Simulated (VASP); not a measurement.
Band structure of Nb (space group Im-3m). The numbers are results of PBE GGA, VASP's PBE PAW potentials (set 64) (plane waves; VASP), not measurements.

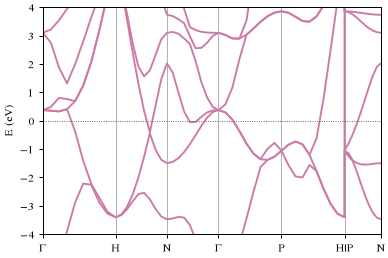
Figure. Bands along high-symmetry lines, zero at the valence-band maximum or, without a gap, the Fermi level

**Question.** Read the plot: is there a gap, and where are the band edges?

**Answer.** It has no gap at this level: it comes out as a metal or semimetal.

The structure comes from a computed database's Nb entry; how it stands against other phases isn't given here. The cell was not relaxed at this level.
